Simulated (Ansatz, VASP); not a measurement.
# Cross-check of GaP between VASP and Ansatz, part 2 of 2

One calculation is typed for both programs; each brings its own data sets. How far apart do they land?  Valence electrons are named where the data sets of a main pair hold unlike numbers.

VASP 6.6.1 and Ansatz 0.2.0.

So far, gap on path (eV): step 4 (comparison) 1.40.

## 6. VASP: band structure, PBE

Level of this step: PBE; plane waves and PAW (Ga_d, P) (VASP).

The same cell, functional, mesh and smearing now go to VASP, with its own data sets.

INCAR reads:

```
SYSTEM = GaP
PREC = Accurate
ENCUT = 400
EDIFF = 1E-06
NELM = 100
ISMEAR = 0
SIGMA = 0.02
LREAL = .FALSE.
ALGO = Normal
GGA = PE
NBANDS = 21
LORBIT = 11
LWAVE = .FALSE.
LCHARG = .FALSE.
KPAR = 4
```

POSCAR reads:

```
GaP
1.0
    0.0000000000      2.7252500000      2.7252500000
    2.7252500000      0.0000000000      2.7252500000
    2.7252500000      2.7252500000      0.0000000000
Ga P
1 1
Direct
    0.0000000000      0.0000000000      0.0000000000
    0.2500000000      0.2500000000      0.2500000000
```

KPOINTS reads:

```
Automatic mesh
0
Gamma
4 4 4
0 0 0
```

KPOINTS_OPT reads:

```
Line mode
16
Line-mode
Reciprocal
  0.00000000   0.00000000   0.00000000 GAMMA
  0.50000000   0.00000000   0.50000000 X

  0.50000000   0.00000000   0.50000000 X
  0.50000000   0.25000000   0.75000000 W

  0.50000000   0.25000000   0.75000000 W
  0.37500000   0.37500000   0.75000000 K

  0.37500000   0.37500000   0.75000000 K
  0.00000000   0.00000000   0.00000000 GAMMA

  0.00000000   0.00000000   0.00000000 GAMMA
  0.50000000   0.50000000   0.50000000 L

  0.50000000   0.50000000   0.50000000 L
  0.62500000   0.25000000   0.62500000 U

  0.62500000   0.25000000   0.62500000 U
  0.50000000   0.25000000   0.75000000 W

  0.50000000   0.25000000   0.75000000 W
  0.50000000   0.50000000   0.50000000 L

  0.50000000   0.50000000   0.50000000 L
  0.37500000   0.37500000   0.75000000 K

  0.62500000   0.25000000   0.62500000 U
  0.50000000   0.00000000   0.50000000 X
```

Potentials, in the order of the species: Ga_d and P (PBE family, release 64).

The run is started by

```console
mpirun -np 4 vasp_std
```

Numbers of over 12 decimals in the logs are rounded to 6 here.

The program printed:

```text
[banner, memory and clock lines left out]
running    4 mpi-ranks, on    1 nodes
[...]
LDA part: xc-table for (Slater+PW92), standard interpolation
 POSCAR, INCAR and KPOINTS ok, starting setup
[...]
entering main loop
       N       E                     dE             d eps       ncg     rms          rms(c)
DAV:   1     0.903262928797E+02    0.90326E+02   -0.72622E+03   367   0.106E+03
DAV:   2    -0.813658652443E+00   -0.91140E+02   -0.84712E+02   356   0.267E+02
DAV:   3    -0.912470525450E+01   -0.83110E+01   -0.82320E+01   381   0.592E+01
DAV:   4    -0.927100651746E+01   -0.14630E+00   -0.14618E+00   419   0.801E+00
[...]
DAV:  10    -0.897225686198E+01   -0.94151E-04   -0.10380E-04   428   0.100E-01    0.399E-02
DAV:  11    -0.897233797358E+01   -0.81112E-04   -0.90546E-05   361   0.638E-02    0.651E-03
DAV:  12    -0.897233785966E+01    0.11392E-06   -0.22002E-06   420   0.128E-02
   1 F= -.89723379E+01 E0= -.89723379E+01  d E =-.133318E-19
 Start KPOINTS_OPT (optional k-point list driver)
k-point batch [1-8\160]
       N       E                     dE             ncg
DAV:   1     0.115118863029E+03   -0.86468E+03      385
DAV:   2    -0.651581265943E+03   -0.76670E+03      374
DAV:   3    -0.726876770501E+03   -0.75296E+02      381
DAV:   4    -0.728392918478E+03   -0.15161E+01      386
DAV:   5    -0.728413581896E+03   -0.20663E-01      381
DAV:   6    -0.728414334416E+03   -0.75252E-03      468
DAV:   7    -0.728414353120E+03   -0.18704E-04      426
DAV:   8    -0.728414353751E+03   -0.63109E-06      335
[...]
k-point batch [153-160\160]
       N       E                     dE             ncg
DAV:   1    -0.972399097038E+01   -0.49423E+04      388
DAV:   2    -0.763740019722E+03   -0.75402E+03      359
DAV:   3    -0.835976239815E+03   -0.72236E+02      414
DAV:   4    -0.837298074193E+03   -0.13218E+01      389
DAV:   5    -0.837313737355E+03   -0.15663E-01      438
DAV:   6    -0.837314287250E+03   -0.54989E-03      458
DAV:   7    -0.837314296296E+03   -0.90461E-05      433
DAV:   8    -0.837314296721E+03   -0.42442E-06      343
```

From OUTCAR (step 6):

```text
  Total        0.6716573      0.6716573      0.6716573      0.0000000      0.0000000      0.0000000
  in kB       26.5833254     26.5833254     26.5833254      0.0000000      0.0000000      0.0000000
  external PRESSURE =      26.5833254 kB  Pullay stress =       0.0000000 kB

 POSITION                                       TOTAL-FORCE (eV/Angst)
 -----------------------------------------------------------------------------------
      0.00000      0.00000      0.00000         0.000000      0.000000     -0.000000
      1.36262      1.36262      1.36262        -0.000000     -0.000000      0.000000
 -----------------------------------------------------------------------------------
    total drift:                                0.000003      0.000003      0.000002

  FREE ENERGIE OF THE ION-ELECTRON SYSTEM (eV)
  ---------------------------------------------------
  free  energy   TOTEN  =        -8.9723378597 eV

  energy  without entropy=       -8.9723378597  energy(sigma->0) =       -8.97233786

[... 2 parts as in an earlier step ...]

[... 1 further part left out ...]
[key lines of the parts left out:]
E-fermi :   4.8228
```

At this level the cell is under a pressure of 2.7 GPa, so at these settings it is away from equilibrium.

## 7. Side by side

What differs besides the data sets and the points named for the pairs above, as far as they apply: VASP leaves aspherical gradient terms in its spheres out (LASPH is not set), Ansatz keeps them. Total energies have different zeros and are not compared.

The two programs side by side:

```
                     quantity  Ansatz   VASP  difference
               pressure (GPa)    2.93   2.66       +0.27
gap over the path points (eV)   1.568  1.565      +0.004
```

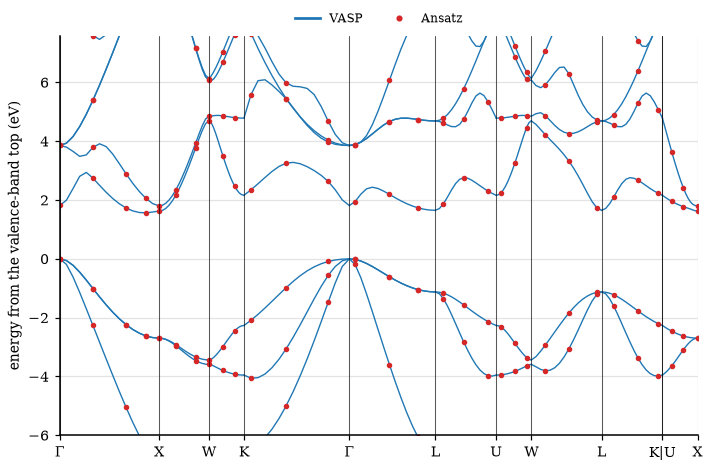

Bands from VASP (lines) and levels from Ansatz (dots). Dots without a line are higher empty bands that the VASP plot leaves out.

Levels at points of the path, from each program's valence-band top (eV; 3 filled, then empty):

```
k (reciprocal lattice)                             Ansatz                               VASP
     0.000 0.000 0.000      0.00 0.00 0.00 1.82 3.85 3.85      0.00 0.00 0.00 1.81 3.85 3.85
     0.167 0.000 0.167   -2.26 -1.01 -1.01 2.75 3.79 5.39   -2.26 -1.01 -1.01 2.75 3.79 5.39
     0.333 0.000 0.333   -5.05 -2.23 -2.23 1.74 2.89 8.17   -5.05 -2.23 -2.23 1.73 2.89 8.19
     0.433 0.000 0.433   -6.40 -2.62 -2.62 1.57 2.06 9.91   -6.41 -2.62 -2.62 1.56 2.06 9.93
     0.500 0.000 0.500  -6.78 -2.70 -2.70 1.63 1.80 10.56  -6.78 -2.69 -2.69 1.62 1.80 10.57
     0.500 0.083 0.583   -6.73 -2.95 -2.91 2.16 2.34 9.38   -6.74 -2.95 -2.91 2.16 2.34 9.40
     0.500 0.183 0.683   -6.61 -3.46 -3.33 3.76 3.93 7.16   -6.61 -3.46 -3.33 3.76 3.93 7.16
     0.500 0.250 0.750   -6.57 -3.59 -3.44 4.69 4.85 6.08   -6.58 -3.59 -3.44 4.69 4.85 6.08
     0.450 0.300 0.750   -6.57 -3.79 -2.98 3.50 4.86 6.68   -6.57 -3.79 -2.98 3.50 4.86 6.69
     0.408 0.342 0.750   -6.57 -3.92 -2.45 2.48 4.80 7.62   -6.57 -3.92 -2.45 2.47 4.80 7.63
```

Among the levels compared at these points, filled levels agree within 2 meV and empty ones within 21 meV.

## 8. VASP: band structure, r2SCAN

The same path points are solved in both programs, so levels can be compared one by one.

INCAR, as its differences from that of step 6:

```diff
@@ -9,3 +9,4 @@
 ALGO = Normal
-GGA = PE
+METAGGA = R2SCAN
+LASPH = .TRUE.
 NBANDS = 21
```

POSCAR is that of step 6.

KPOINTS is that of step 6.

KPOINTS_OPT is that of step 6.

The run is started by

```console
mpirun -np 4 vasp_std
```

The program printed:

```text
[banner, memory and clock lines left out]
running    4 mpi-ranks, on    1 nodes
[...]
[... a notice as in an earlier step ...]

 LDA part: xc-table for (None), standard interpolation
 POSCAR, INCAR and KPOINTS ok, starting setup
[...]
entering main loop
       N       E                     dE             d eps       ncg     rms          rms(c)
DAV:   1     0.783696892985E+02    0.78370E+02   -0.74539E+03   367   0.109E+03
DAV:   2    -0.149360957933E+02   -0.93306E+02   -0.86780E+02   356   0.275E+02
DAV:   3    -0.234699307504E+02   -0.85338E+01   -0.84562E+01   386   0.608E+01
DAV:   4    -0.236189483147E+02   -0.14902E+00   -0.14891E+00   406   0.823E+00
[...]
DAV:  10    -0.213300406606E+02    0.85529E-05   -0.12898E-04   394   0.648E-02    0.355E-02
DAV:  11    -0.213300361054E+02    0.45553E-05   -0.16049E-05   386   0.245E-02    0.832E-03
DAV:  12    -0.213300366799E+02   -0.57451E-06   -0.87484E-07   366   0.643E-03
   1 F= -.21330037E+02 E0= -.21330037E+02  d E =-.601371E-46
 Start KPOINTS_OPT (optional k-point list driver)
k-point batch [1-8\160]
       N       E                     dE             ncg
DAV:   1     0.727996906912E+02   -0.90700E+03      390
DAV:   2    -0.720046362047E+03   -0.79285E+03      369
DAV:   3    -0.798082545208E+03   -0.78036E+02      371
DAV:   4    -0.799659665735E+03   -0.15771E+01      399
DAV:   5    -0.799679641993E+03   -0.19976E-01      371
DAV:   6    -0.799680317071E+03   -0.67508E-03      457
DAV:   7    -0.799680336435E+03   -0.19364E-04      392
DAV:   8    -0.799680337161E+03   -0.72547E-06      350
[...]
k-point batch [153-160\160]
       N       E                     dE             ncg
DAV:   1    -0.560798125482E+02   -0.49886E+04      388
DAV:   2    -0.837582850045E+03   -0.78150E+03      359
DAV:   3    -0.911548802424E+03   -0.73966E+02      414
DAV:   4    -0.912896738277E+03   -0.13479E+01      404
DAV:   5    -0.912912723417E+03   -0.15985E-01      407
DAV:   6    -0.912913317826E+03   -0.59441E-03      502
DAV:   7    -0.912913324590E+03   -0.67636E-05      412
DAV:   8    -0.912913324617E+03   -0.27759E-07      374
```

OUTCAR, selected parts (step 8):

```text
  Total        0.0577635      0.0577635      0.0577635      0.0000000      0.0000000     -0.0000000
  in kB        2.2862052      2.2862052      2.2862052      0.0000000      0.0000000     -0.0000000
  external PRESSURE =       2.2862052 kB  Pullay stress =       0.0000000 kB

 POSITION                                       TOTAL-FORCE (eV/Angst)
 -----------------------------------------------------------------------------------
      0.00000      0.00000      0.00000        -0.000000      0.000000     -0.000000
      1.36262      1.36262      1.36262         0.000000     -0.000000      0.000000
 -----------------------------------------------------------------------------------
    total drift:                               -0.000003     -0.000003     -0.000003

  FREE ENERGIE OF THE ION-ELECTRON SYSTEM (eV)
  ---------------------------------------------------
  free  energy   TOTEN  =       -21.3300366799 eV

  energy  without entropy=      -21.3300366799  energy(sigma->0) =      -21.33003668

[... 2 parts as in an earlier step ...]

[... 1 further part left out ...]
[key lines of the parts left out:]
E-fermi :   4.7009
```

The run ends at a pressure of 0.23 GPa.

## 9. Ansatz: band structure, r2SCAN

The same cell, functional, mesh and smearing now go to Ansatz, which takes its cutoff from its data sets.

input.yaml reads:

```yaml
crystal:
  lattice:
    - [0.0, 2.72525, 2.72525]
    - [2.72525, 0.0, 2.72525]
    - [2.72525, 2.72525, 0.0]
  atoms:
    - { symbol: Ga, position: [0.0, 0.0, 0.0] }
    - { symbol: P, position: [0.25, 0.25, 0.25] }
hamiltonian:
  xc: r2scan
  pseudopotentials: { kind: paw }
kpoints:
  mp_grid: { grid: [4, 4, 4] }
  band_path:
    path:
      - [0.0, 0.0, 0.0]
      - [0.16667, 0.0, 0.16667]
      - [0.33333, 0.0, 0.33333]
      - [0.43333, 0.0, 0.43333]
      - [0.5, 0.0, 0.5]
      - [0.5, 0.08333, 0.58333]
      - [0.5, 0.18333, 0.68333]
      - [0.5, 0.25, 0.75]
      - [0.45, 0.3, 0.75]
      - [0.40833, 0.34167, 0.75]
      - [0.35, 0.35, 0.7]
      - [0.225, 0.225, 0.45]
      - [0.075, 0.075, 0.15]
      - [0.03333, 0.03333, 0.03333]
      - [0.23333, 0.23333, 0.23333]
      - [0.4, 0.4, 0.4]
      - [0.51667, 0.46667, 0.51667]
      - [0.55833, 0.38333, 0.55833]
      - [0.60833, 0.28333, 0.60833]
      - [0.60833, 0.25, 0.64167]
      - [0.55833, 0.25, 0.69167]
      - [0.51667, 0.25, 0.73333]
      - [0.5, 0.3, 0.7]
      - [0.5, 0.38333, 0.61667]
      - [0.5, 0.48333, 0.51667]
      - [0.475, 0.475, 0.55]
      - [0.425, 0.425, 0.65]
      - [0.38333, 0.38333, 0.73333]
      - [0.59167, 0.18333, 0.59167]
      - [0.55, 0.1, 0.55]
      - [0.5, 0.0, 0.5]
    npoints: 1
scf:
  occupations: { method: gaussian, width: 0.02 }
  n_extra_bands: 7
output:
  forces: true
  stress: true
  eigenvalues: true
  write_density: true
  write_potential: true
  elf: true
  volumetric_format: npy
```

The run is started by

```console
ansatz run input.yaml --threads 2 --pin off --max-ram 4608MiB --backend cpu --events-out ev --progress --plain --runs-dir out
```

The program printed:

```text
[...]
Crystal: 2 atoms, lattice volume = 40.481 Å³
Basis set: ecut = 500 eV, 965 PW (Γ), exchange–correlation on 120×120×120 points (64 copies of the dense FFT grid, shifted against one another)
Bands: 16, of which v1, the nominal top of the filled ones, is band 9 counted from 1 (8 counted from 0)
Symmetry: 24 space group operations
[...]
k-points: 8 of 64 (time reversal used)
[...]
k-point 0: bands = [... 5 lower, -6.0900, 6.9386, 6.9386, 6.9386, 9.2986, 11.0902, 11.0902, 11.0902, ... 3 higher]
  k-point 1: bands = [... 5 lower, -5.2740, 2.9627, 6.2438, 6.2438, 9.4688, 11.9876, 11.9876, 13.8188, ... 3 higher]
  k-point 2: bands = [... 5 lower, -3.9246, 0.0744, 5.7635, 5.7635, 8.9660, 11.9524, 11.9524, 15.7371, ... 3 higher]
  k-point 7: bands = [... 5 lower, -2.8893, 0.1825, 3.2155, 3.3827, 11.9514, 12.2242, 13.4568, 13.5008, ... 3 higher]
[key lines of the parts left out:]
SCF converged after 6 iterations
Free energy (F): -4550.351903 eV
Fermi energy:    7.878768 eV
P = ⅓ Tr σ = 0.4671 GPa (4.671 kbar)
```

It took 1.7 s on 2 threads of Arm Neoverse V2, shared host; peak memory 0.39 GiB.

For the gap on path, step 4 gave 1.40 eV; this run, with r2SCAN and cutoff 500 eV, gives 1.82 eV.

## 10. Differences

What differs besides the data sets and the points named for the pairs above, as far as they apply: VASP keeps PBE cores, Ansatz makes them for the functional; the cutoff is 500 eV in Ansatz and 400 eV in VASP. Total energies have different zeros and are not compared.

The two programs side by side:

```
                     quantity  Ansatz   VASP  difference
               pressure (GPa)    0.47   0.23       +0.24
gap over the path points (eV)   1.819  1.825      -0.006
```

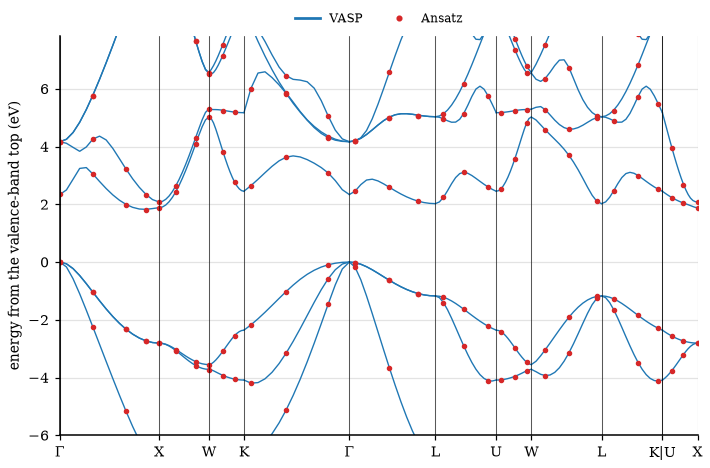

Bands from VASP (lines) and levels from Ansatz (dots). Dots without a line are higher empty bands that the VASP plot leaves out.

Levels at points of the path, from each program's valence-band top (eV; 3 filled, then empty):

```
k (reciprocal lattice)                             Ansatz                               VASP
     0.000 0.000 0.000      0.00 0.00 0.00 2.36 4.15 4.15      0.00 0.00 0.00 2.34 4.17 4.17
     0.167 0.000 0.167   -2.25 -1.05 -1.05 3.04 4.27 5.76   -2.25 -1.04 -1.04 3.05 4.26 5.78
     0.333 0.000 0.333   -5.17 -2.33 -2.33 1.99 3.21 8.72   -5.17 -2.33 -2.33 2.00 3.22 8.75
     0.433 0.000 0.433  -6.58 -2.73 -2.73 1.82 2.34 10.58  -6.58 -2.73 -2.73 1.82 2.35 10.62
     0.500 0.000 0.500  -6.97 -2.81 -2.81 1.88 2.07 11.30  -6.97 -2.81 -2.81 1.88 2.08 11.34
     0.500 0.083 0.583  -6.93 -3.07 -3.03 2.43 2.62 10.03  -6.92 -3.06 -3.02 2.43 2.63 10.06
     0.500 0.183 0.683   -6.80 -3.59 -3.45 4.08 4.29 7.65   -6.80 -3.58 -3.44 4.08 4.30 7.67
     0.500 0.250 0.750   -6.76 -3.72 -3.56 5.01 5.29 6.52   -6.76 -3.72 -3.55 5.02 5.29 6.54
     0.450 0.300 0.750   -6.75 -3.93 -3.09 3.83 5.25 7.15   -6.75 -3.92 -3.09 3.83 5.26 7.17
     0.408 0.342 0.750   -6.75 -4.06 -2.55 2.77 5.18 8.13   -6.75 -4.05 -2.55 2.77 5.19 8.15
```

Among the levels compared at these points, filled levels agree within 7 meV and empty ones within 39 meV.

## 11. What came out

- largest difference of a filled level at the path points (band structure, LDA): 13 meV
- largest difference of a filled level at the path points (band structure, PBE): 2.3 meV
- largest difference of a filled level at the path points (band structure, r2SCAN): 7.2 meV

**Reading.** The largest difference of a filled level at the path points is 13 meV (band structure, LDA), within the 80 meV picked in this series as the mark of a large difference. 1 further run of this series is not shown here. Such differences can come from data sets, numerical settings and the points named under the comparisons, not from the functional's error against experiment.

[Lines on the potential files, build, host, timing and source positions are cut from VASP's logs without a mark.]

[Logs are printed without paths, hosts, clocks, repeated set-up lines and the standing remarks that a program may print on its own settings, such as how far it seeks lower states.]

[Hosts, paths, dates, database ids (printed as entryN), source tags and the programs' standing remarks are cut or masked in the printed files.]
